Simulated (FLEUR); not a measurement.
Band structure of TiNi (Pm-3m, 2 atoms in the cell).

```
CELL_PARAMETERS angstrom
      2.96088     0.00000     0.00000
      0.00000     2.96088     0.00000
      0.00000     0.00000     2.96088
ATOMIC_POSITIONS crystal
  Ti 0.50000 0.50000 0.50000
  Ni 0.00000 0.00000 0.00000
```

Level of theory: LDA (Perdew-Zunger), all-electron FLAPW (FLEUR), scalar-relativistic valence.

Settings: Kmax = 3.5 1/bohr; GmaxXC = 10.5 1/bohr; xcFunctional = pz; jspins = 1; l_soc = F; mode = hist; fermiSmearingEnergy = 0.00367493 Htr; mesh (inpgen div1-3) = 9 9 9; inpgen gamma flag = false; Gmax = 10.5 1/bohr; numbands = 0; maxIterBroyd = 15; imix = Anderson; alpha = 0.05.

The starting cell comes from a database of computed structures (which also holds hypothetical and non-ambient phases and stackings), without a prior relaxation at this level. Its lattice was rescaled by a random factor within 2.5 % of one. Spin polarisation is off. Values depend on the basis (sphere radii, cutoffs, local orbitals), which need not be converged.

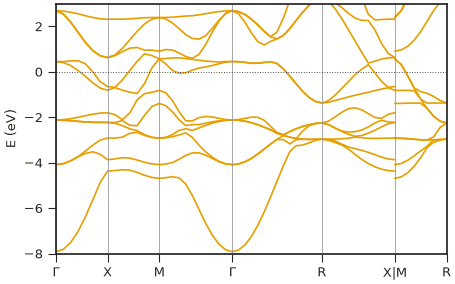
Bands along the path, energies from the Fermi level.

Levels in eV from the Fermi level, bands 11 to 18:
```json
[
 {"point": "Γ", "11": "-2.12", "12": "-2.12", "13": "-2.12", "14": "0.45", "15": "0.45", "16": "2.69", "17": "2.69", "18": "2.69"},
 {"point": "X", "11": "-2.23", "12": "-2.23", "13": "-1.80", "14": "-0.81", "15": "-0.64", "16": "0.63", "17": "0.63", "18": "2.31"},
 {"point": "M", "11": "-2.92", "12": "-1.39", "13": "-0.82", "14": "0.57", "15": "0.57", "16": "0.91", "17": "2.39", "18": "2.39"},
 {"point": "R", "11": "-2.25", "12": "-2.25", "13": "-2.25", "14": "-1.37", "15": "-1.37", "16": "3.22", "17": "3.22", "18": "6.26"}
]
```
